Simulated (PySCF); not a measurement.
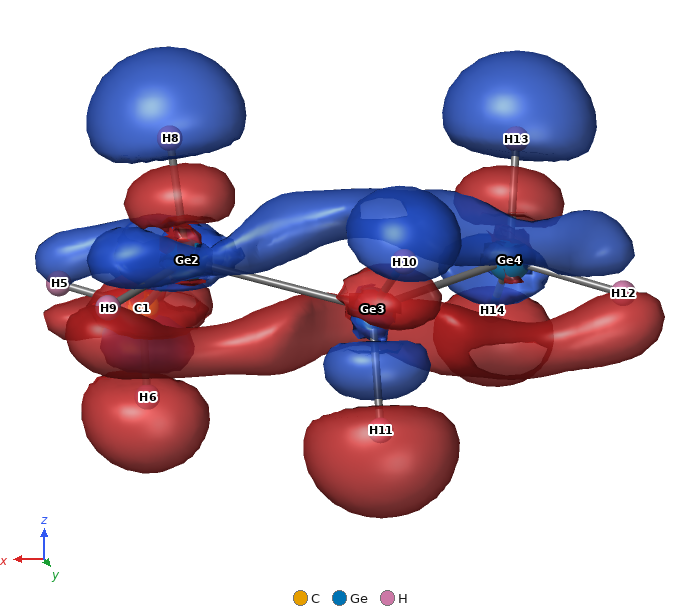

Figure. CH10Ge3, SMILES `[CH3][GeH2][GeH2][GeH3]`. Change of the electron density in a uniform field of 0.41 V/Å, surfaces at ±0.003 e/Å³ (blue: gain, red: loss).

PySCF calculation, TPSS/def2-SVP, gas phase; geometry: GFN2-xTB. No frequency check shows the geometry to be a minimum. A basis without diffuse functions makes polarisabilities too small. GFN2-xTB bond lengths at metals and heavier atoms can be off by up to 0.1 Å and shapes distorted, which carries into these values.

Coordinates in Å:

```
C1       2.2285   -1.7011   -0.5887
Ge2      1.8959    0.0424    0.2670
Ge3     -0.2758    0.9257   -0.2296
Ge4     -2.1403   -0.5158    0.1100
H5       3.2099   -2.0859   -0.3250
H6       2.1778   -1.6114   -1.6716
H7       1.4817   -2.4275   -0.2747
H8       2.0865   -0.1085    1.7584
H9       2.9802    1.0104   -0.1448
H10     -0.5170    2.2028    0.5433
H11     -0.3202    1.4251   -1.6582
H12     -3.4652    0.0980   -0.2309
H13     -2.2837   -0.9958    1.5250
H14     -2.0776   -1.7757   -0.7060
```

Question: Along which Cartesian direction does the field point?

Answer: Along −z: electrons gather on the +z side, against the field.

Question: What dipole is induced, and what polarisability does it imply?

Answer: The induced dipole is 1.73 D (along the field); α along this axis, from the fields in both directions, is 85 bohr³ (12.6 Å³).

Question: Which atoms gain and lose the most charge?

Answer: Electrons gather most on H8 (Hirshfeld charge changes by −0.025 e) and leave H11 most (+0.024 e); 0.161 electrons are displaced in all.
